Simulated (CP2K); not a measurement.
Consider 1,4-cyclohexadiene at its PBE geometry (Å).

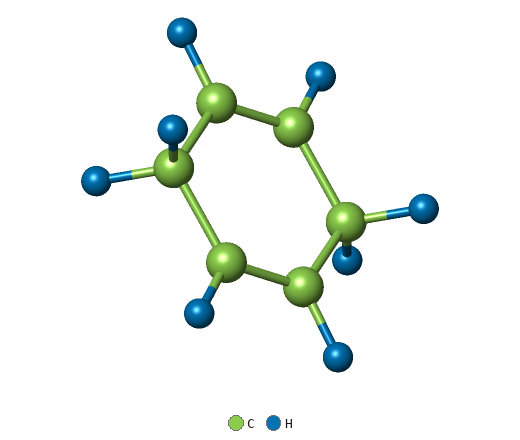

The molecule (carbon green, hydrogen blue).

```xyz
14

C     1.4959    0.1115    0.0126
C     0.7456   -1.0566    0.5892
C    -0.5898   -1.1567    0.5768
C    -1.4959   -0.1115   -0.0126
C    -0.7456    1.0566   -0.5892
C     0.5898    1.1567   -0.5768
H     2.2123   -0.2415   -0.7535
H     2.1400    0.5659    0.7894
H     1.3399   -1.8573    1.0359
H    -1.0664   -2.0363    1.0160
H    -2.1400   -0.5659   -0.7894
H    -2.2123    0.2415    0.7535
H    -1.3399    1.8573   -1.0359
H     1.0664    2.0363   -1.0160
```

Method: CP2K XAS_TDP, all-electron GAPW, PBEh(45%), aug-cc-pVDZ, TDA, no relativity.

Where do the C K-edge lines lie, and how strong are they?

Leading lines: C1 283.97 eV and C2 281.34 eV. The leading line of an atom is its first one with 35 % of the strongest within 2.5 eV of its lowest line over the strength cut. 

The first six lines of each atom with a strength over 0.0015:

```csv
atom,energy (eV),states,"strength, one atom"
"C1 (bonded to 2 C and 2 H), 2 alike",283.97,1,0.0091
,284.37,1,0.0108
,284.96,1,0.0098
,285.15,1,0.0021
,285.74,1,0.0016
,286.00,1,0.0024
"C2 (bonded to 2 C and H), 4 alike",281.34,1,0.0528
,283.94,1,0.0090
,284.89,1,0.0039
,285.88,2,0.0023
,286.62,1,0.0029
,286.68,1,0.0077
```

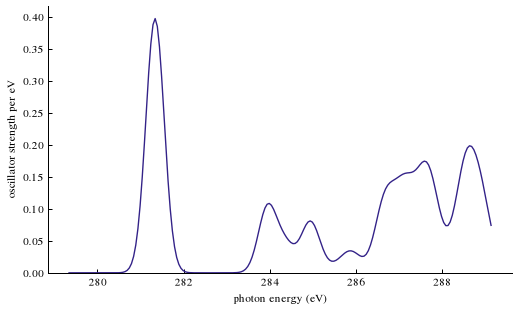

All atoms added, broadened by 0.5 eV.

Lines are vertical, at one geometry, with no vibrational structure. Without a correction of the core level, line positions, and the gaps between valence and Rydberg lines, follow the share of exact exchange. At this level such K lines come out 3 to 6 eV under measured ones. These values hold no scalar relativity, about 0.1 eV for C 1s. Rydberg lines, and the discretised continuum above threshold, depend on the basis and the box.

[Banner, clock and machine lines of the logs are left out without a mark of their own.]

[Logs are printed without paths, hosts, clocks, repeated set-up lines and the standing remarks that a program may print on its own settings, such as how far it seeks lower states.]

[Hosts, paths, dates, database ids (printed as entryN), source tags and the programs' standing remarks are cut or masked in the printed files.]
